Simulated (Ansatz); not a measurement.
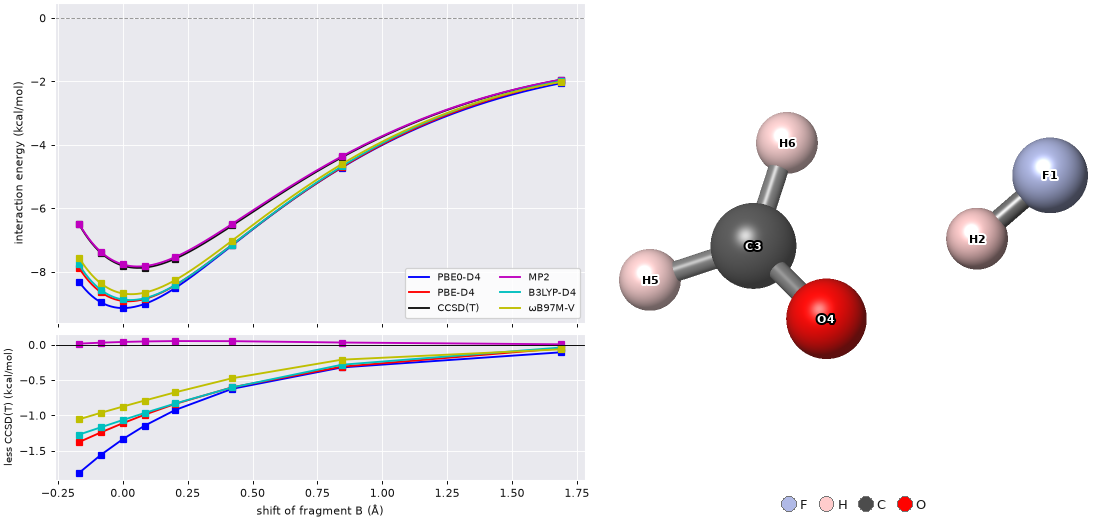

Interaction curve of the pair FH (A) and CH₂O (B), SMILES F.C=O, from the arrangement drawn (closest contact, H···H pairs aside, H2···O4 1.69 Å; others can bind more strongly), without the energy that it costs to deform the partners. The Ansatz code 0.2.0, def2-TZVPPD, cores frozen in correlated methods. Fragment B of a pair is moved rigidly from the minimum (PBE0-D4/def2-TZVP) along the line between the fragments' mean atom positions; interaction energies with counterpoise. Splines pass through the computed points, which are marked.

> Which curve follows CCSD(T) best, and which worst?

Best MP2, worst PBE0-D4; largest departures, offsets in depth included: MP2 0.05, ωB97M-V 1.06, B3LYP-D4 1.27, PBE-D4 1.38, PBE0-D4 1.82 kcal/mol. CCSD(T) is in the same finite basis, not at its limit.

> Give the values at the computed points.

In kcal/mol:
| shift of fragment B (Å) | PBE0-D4 | PBE-D4 | CCSD(T) | MP2 | B3LYP-D4 | ωB97M-V |
| --- | --- | --- | --- | --- | --- | --- |
| −0.17 | −8.31 | −7.87 | −6.50 | −6.48 | −7.77 | −7.55 |
| −0.08 | −8.96 | −8.64 | −7.40 | −7.37 | −8.57 | −8.37 |
| 0.00 | −9.14 | −8.92 | −7.81 | −7.77 | −8.87 | −8.68 |
| 0.08 | −9.01 | −8.86 | −7.87 | −7.82 | −8.83 | −8.66 |
| 0.20 | −8.51 | −8.42 | −7.59 | −7.54 | −8.42 | −8.26 |
| 0.42 | −7.16 | −7.14 | −6.54 | −6.49 | −7.15 | −7.02 |
| 0.84 | −4.72 | −4.71 | −4.39 | −4.36 | −4.68 | −4.61 |
| 1.69 | −2.06 | −2.00 | −1.95 | −1.95 | −1.99 | −2.02 |
